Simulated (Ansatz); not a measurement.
InH₃SO₂ and related structures: several calculations on one system

Part 1: Relaxation

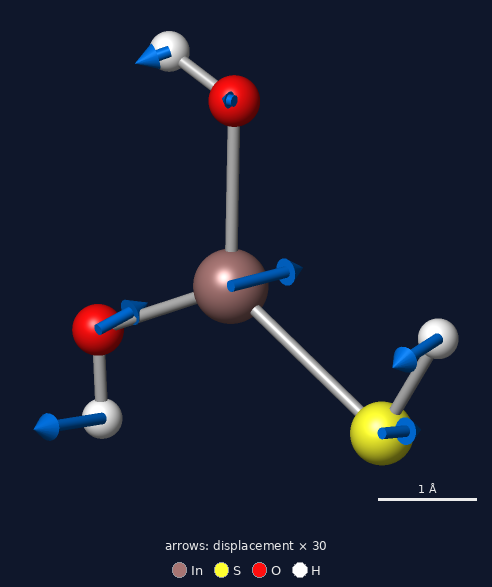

A relaxation of InH₃SO₂. The starting structure is drawn; blue arrows show the displacements, 30 times their true length. The two geometries are superimposed by the best rigid fit.

Style: ball-and-stick. Shown from a free direction.

It is one of the separated reactants of a reaction.

Computed with RKS PBE0-D4/def2-TZVP (Ansatz).

The input:
```yaml
crystal:
  periodic: [false, false, false]
  atoms:
    - {symbol: In, position_ang: [0.595079, 0.106889, 0.075181]}
    - {symbol: S, position_ang: [0.682641, 2.417381, -0.413522]}
    - {symbol: O, position_ang: [0.260220, -0.682868, 1.859961]}
    - {symbol: O, position_ang: [0.928103, -1.213863, -1.352934]}
    - {symbol: H, position_ang: [0.990826, 2.181775, -1.700941]}
    - {symbol: H, position_ang: [0.174277, -0.031430, 2.559844]}
    - {symbol: H, position_ang: [0.881637, -2.114684, -1.021470]}
basis:
  gaussian: {orbitals: def2-TZVP}
hamiltonian: {xc: pbe0, dispersion: d4}
relax: {f_tol: 0.005, max_steps: 200}
```

Launched with:
```bash
ansatz run in.yaml --threads 4 --pin off --events-out ev --progress --plain --max-ram 9574MiB
```

> Describe the change and its energy.

The energy falls by 0.001 eV in 3 geometry steps. The largest force component goes from 0.054 to 0.0041 eV/Å. The largest move after the best rigid fit is that of H6, 0.037 Å. Largest moves by element: H 0.037 Å, In 0.034 Å, O 0.023 Å, S 0.020 Å. Cost: 24 s on 4 threads of Intel Xeon @ 2.50GHz, with other jobs on the host.

Part 2: Relaxation

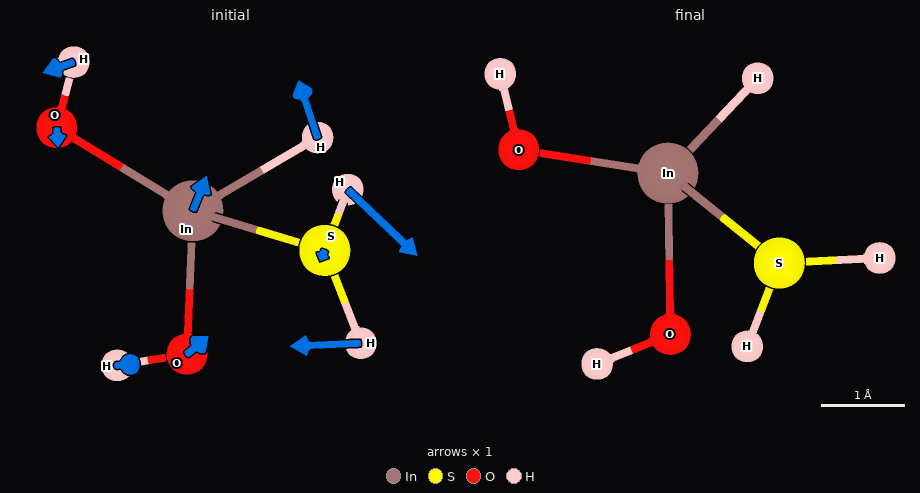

The structure of InH5SO2 (started from a transition state, displaced along its imaginary mode) before (left) and after (right) a relaxation, at one scale. The blue arrows give the displacements, at their true length.

The picture is a ball-and-stick view, seen at a tilt.

These are results of Ansatz, RKS PBE0-D4/def2-TZVP, not measurements. Settings: force threshold 0.005 eV/Å; at most 200 steps.

Describe what moved and what it gained.

Answer. The energy falls by 21.2 kcal/mol in 20 geometry steps. Largest force component: 2.5 eV/Å at the start, 0.001 eV/Å at the end. The atom that moves furthest after the best rigid fit is an H atom (1.26 Å). By element the largest moves are H 1.26 Å, In 0.53 Å, O 0.47 Å, S 0.19 Å. Among the contacts that change: In–S 2.710 → 2.836 Å, H–S 1.279 → 1.344 Å, H–In 1.765 → 1.700 Å, In–O 1.989 → 2.017 Å. Among the angles between lasting bonds that change: In–S–H 53.6° → 94.9°, S–In–H 70.5° → 103.9°, S–In–O 104.2° → 78.9°.

Part 3: Reaction

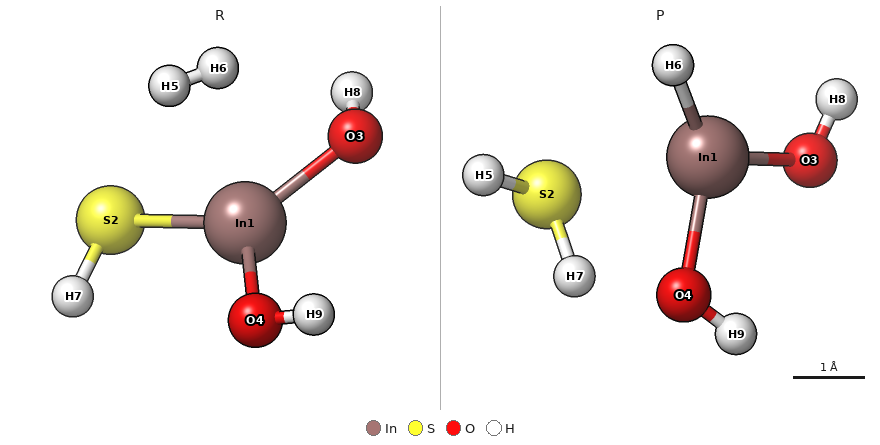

Reactant (R) and product (P) of one elementary step of InH5SO2. Style: ball-and-stick. Shown from a free direction.

Stationary points at PBE0-D4/def2-TZVP, single-point energies with CCSD(T)/CBS, B97M-V, SPW92 (LDA), B3LYP-D4, PBE-QIDH, wB97X-V (def2-TZVPP where no basis is named; Ansatz 0.2.0). The energies are electronic, without zero-point or thermal terms, and both ends are the minima reached downhill from the saddle, with any fragments still in contact. CCSD(T)/CBS stands for a frozen-core estimate: MP2 correlation extrapolated from def2-TZVPP and def2-QZVPP, CCSD(T) minus MP2 from the smaller set. Elements past krypton carry the basis set's effective core potentials.

R:
```xyz
9

In    0.5924    0.1243    0.0693
S     0.6091    2.4338   -0.4315
O     0.2962   -0.6655    1.8609
O     0.9506   -1.1937   -1.3552
H    -2.3238   -0.2461   -0.3156
H    -2.1680   -0.5464    0.3533
H     0.9125    2.2005   -1.7205
H     0.1978   -0.0132    2.5583
H     0.9331   -2.0937   -1.0190
```

P:
```xyz
9

In   -0.5005   -0.6273    0.4056
S    -0.0836    1.9952   -0.5889
O     0.7953   -0.6441    1.9200
O     0.6325   -1.0047   -1.2205
H    -1.1325    1.9678   -1.4284
H    -2.1930   -0.7855    0.4469
H     0.6205    1.1149   -1.3498
H     0.3868   -0.6213    2.7873
H     1.4744   -1.3949   -0.9723
```

Predict the saddle point between them and the barrier.

Answer. Counted by bonded pieces, R holds H₂ + InH₃SO₂ and P holds H₂S + InH₃O₂. From R over the saddle to P, bonds form: In1–H6 (2.85 → 1.93 → 1.70 Å), S2–H5 (3.97 → 1.66 → 1.34 Å). Bonds break: In1–S2 (2.36 → 2.62 → 2.84 Å), H5–H6 (0.75 → 1.09 → 3.50 Å). The saddle has one imaginary mode, 1263i cm⁻¹. With CCSD(T)/CBS the barrier is 1.55 eV from R and 1.27 eV from P, and P lies 0.28 eV above R.

```csv
level,barrier from R (eV),barrier from P (eV),P less R (eV)
CCSD(T)/CBS,1.55,1.27,0.28
B97M-V,1.30,1.13,0.18
SPW92 (LDA),0.93,0.94,−0.02
B3LYP-D4,1.47,1.22,0.26
PBE-QIDH,1.49,1.23,0.26
wB97X-V,1.56,1.33,0.23
```

Against CCSD(T)/CBS, wB97X-V comes closest on the barrier from R (+0.01 eV) and SPW92 (LDA) misses most (−0.62 eV).

Saddle geometry:

```xyz
9

In    0.1072   -0.4055    0.2072
S    -0.1021    2.1172   -0.4614
O     0.5634   -0.7949    2.0922
O     0.9036   -1.3698   -1.3218
H    -1.3305    1.0142   -0.3259
H    -1.7446    0.0295   -0.1206
H     0.0802    1.7743   -1.7494
H     0.0581   -0.2692    2.7165
H     1.4646   -2.0957   -1.0369
```

The saddle point in the same view, with dashed sticks for the bonds that form or break:

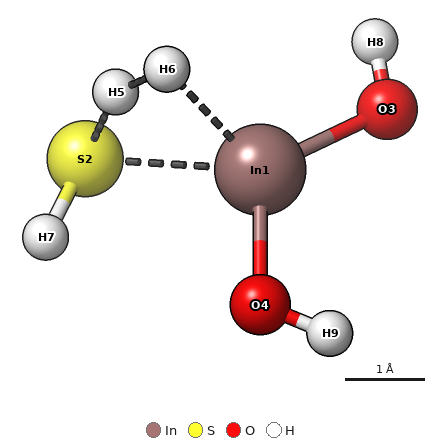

Limits of the set-up: the start holds two separate molecules, 2.9 Å apart at their closest, whose relative position is a soft coordinate.
